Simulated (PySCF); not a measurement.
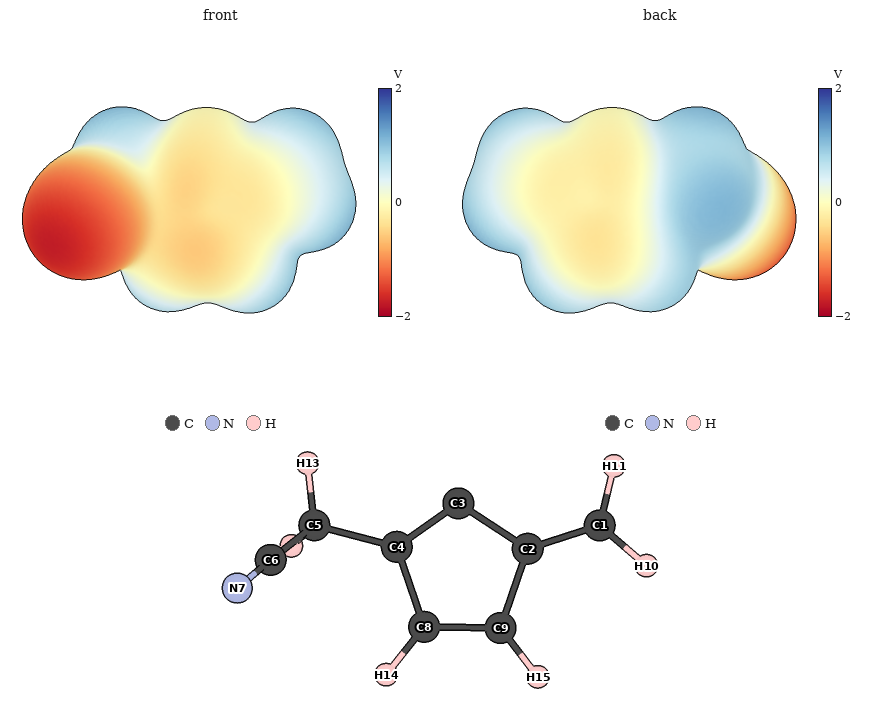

The picture shows: C₈H₆N (doublet). The electrostatic potential painted on the density surface at 0.001 e/bohr³, seen from the front and from behind; the colour scale runs from red (negative) to blue (positive). The bare structure is drawn below in the same view.

Geometry: GFN2-xTB.

The calculation used UKS B3LYP, pcH-1 on C H N, non-relativistic, mean-field spin-orbit, GIAO in PySCF 2.14.0, density-fitted response routines.

```xyz
15

C    -2.8119    0.9546    0.1618
C    -1.6003    0.4208    0.0111
C    -0.4573    0.4957    0.8989
C     0.5847   -0.1815    0.4194
C     1.9527   -0.3865    0.9873
C     2.9407    0.1754    0.0972
N     3.7065    0.6200   -0.6251
C     0.1569   -0.7406   -0.8818
C    -1.1179   -0.3917   -1.1195
H    -3.5795    0.8165   -0.5813
H    -3.0686    1.5417    1.0273
H     2.1613   -1.4568    1.0991
H     2.0383    0.0964    1.9643
H     0.8111   -1.3236   -1.5060
H    -1.7209   -0.6324   -1.9745
```

Q: Where is the surface potential most negative and most positive?

A: The most negative region (about −1.7 V) lies over N7, the most positive (about +1.1 V) over H10, H12 and H13. N7 is the likeliest acceptor of a hydrogen bond.
